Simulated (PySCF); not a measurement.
## EPR calculation, with input and output: C2H10NSi2

System: C2H10NSi2, multiplicity 2, SMILES C[C]([SiH3])N[SiH3].
Method: UKS B3LYP, IGLO-III on C N Si, pcH-1 on H, non-relativistic, mean-field spin-orbit, GIAO (PySCF 2.14.0).

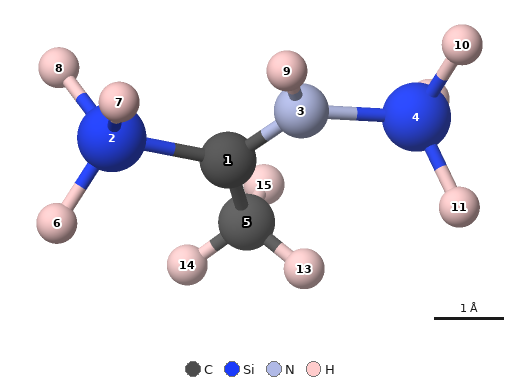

*The structure (ball-and-stick view, seen at a tilt; atoms are numbered from 1 in the order of the input).*

**Results in brief**

| quantity | value |
| --- | --- |
| outcome | converged |
| total energy | −716.050402 hartree |
| ⟨S²⟩ | 0.754 |
| isotropic g | 2.0028 |
| hardware | 1 CPU thread, shared host |
| wall time | 84 s |
| peak memory | 0.93 GiB |

**Input file**
```
{"job": {"kind": "epr"}, "charge": 0, "multiplicity": 2}
C     -0.448221     0.142887     0.035480
Si    -1.894233     1.244063    -0.303453
N      0.842191     0.585582    -0.237394
Si     2.358787    -0.271942    -0.050121
C     -0.599169    -1.283610     0.449010
H     -2.982878     0.980204     0.688850
H     -1.435560     2.668852    -0.199272
H     -2.505645     1.088874    -1.669653
H      0.914259     1.566749    -0.486089
H      3.394666     0.664362    -0.575429
H      2.679745    -0.612250     1.372197
H      2.367770    -1.544975    -0.830846
H      0.070567    -1.541226     1.292404
H     -1.625943    -1.500467     0.777572
H     -0.366538    -1.990440    -0.371619
```

The first line tells a small driver script what to run in PySCF; the rest is the geometry in Å.

Run as:
```bash
OMP_NUM_THREADS=1 python <driver script> task.json out
```

**Log**
```
UKS, coarse grid
  cycle   1  E = -716.01044070  |g| = 3.04e-01
  cycle   2  E = -715.98411657  |g| = 3.73e-01
  cycle   3  E = -716.04803152  |g| = 6.87e-02
  cycle   4  E = -716.04997845  |g| = 2.70e-02
  cycle   5  E = -716.05031353  |g| = 8.65e-03
  cycle   6  E = -716.05034505  |g| = 3.19e-03
  cycle   7  E = -716.05035067  |g| = 1.35e-03
  cycle   8  E = -716.05035097  |g| = 3.72e-04
UKS, final grid
  cycle   1  E = -716.05040172  |g| = 3.88e-04
  cycle   2  E = -716.05040170  |g| = 4.66e-04
  cycle   3  E = -716.05040180  |g| = 7.51e-05
  cycle   4  E = -716.05040180  |g| = 2.17e-05
E = -716.05040180 Eh   <S^2> = 0.7537 (exact 0.7500)
g shifts (ppm)      1          2          3
  rmc          -148       -148       -148
  gc             11         34         38
  oz_so         -51        767       1237
  total        -188        653       1126
hyperfine (MHz)  atom isotope    a_iso     a_fc   dipolar eigenvalues
    0   13C      64.23      64.37    -61.55    -61.02    122.57
    1  29Si      42.16      42.21     -3.47     -0.21      3.68
    2   14N       3.37       3.40     -9.37     -8.58     17.95
    3  29Si      10.24      10.24     -1.33      0.54      0.78
    4   13C     -26.04     -26.05     -1.40     -0.94      2.35
    5    1H      18.11      18.11     -3.25     -2.24      5.49
    6    1H      10.09      10.09     -2.94     -2.46      5.39
    7    1H      80.61      80.61     -2.91     -1.62      4.53
    8    1H     -11.79     -11.80    -10.02     -4.52     14.54
    9    1H      -1.88      -1.88     -2.12     -1.55      3.66
   10    1H      30.06      30.06     -1.84     -1.38      3.22
   11    1H      15.22      15.22     -1.80     -1.60      3.40
   12    1H      65.16      65.16     -4.02     -3.12      7.14
   13    1H       4.83       4.83     -4.38     -3.30      7.68
   14    1H     101.54     101.54     -3.56     -3.15      6.72
```

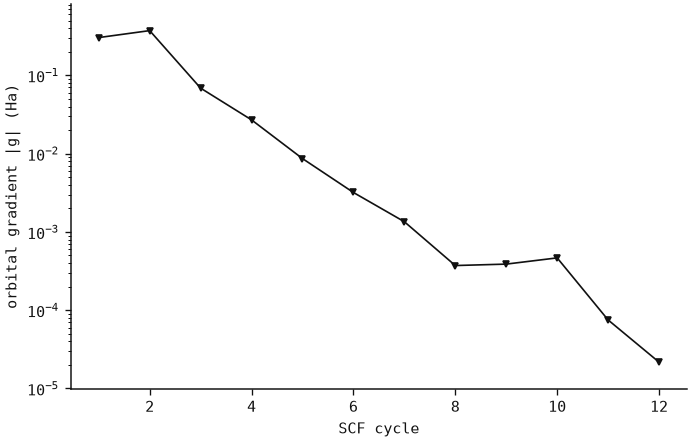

*Convergence of the self-consistent field: orbital gradient |g| against the SCF cycle.*

All cycles printed in the log are drawn one after another.

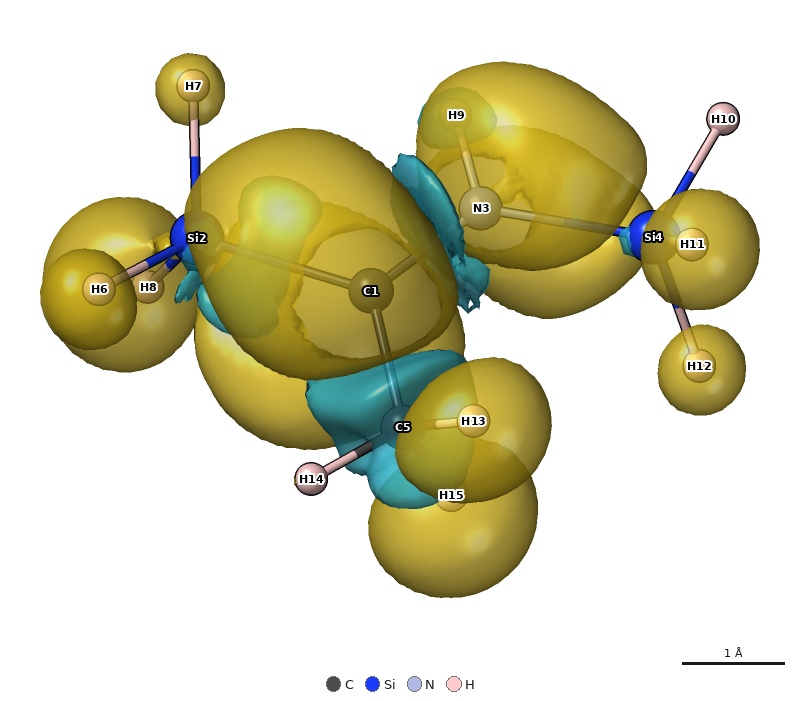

*Isosurfaces of the spin density (α minus β) at +0.004 (yellow) and −0.004 e/Å³ (cyan), seen at a tilt.*

The unpaired spin (1 electron) lies mostly on C1 (about 0.5), N3 (about 0.2) and Si2 (about 0.1), in electrons by Hirshfeld's partition.

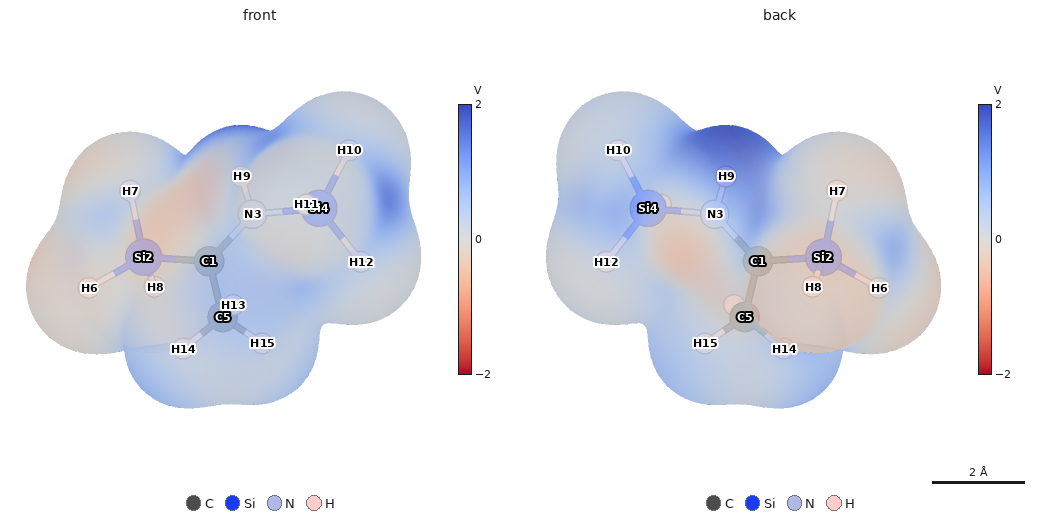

*The electrostatic potential painted on the density surface at 0.002 e/bohr³, seen at a tilt and from behind; the colour scale runs from red (negative) to blue (positive).*
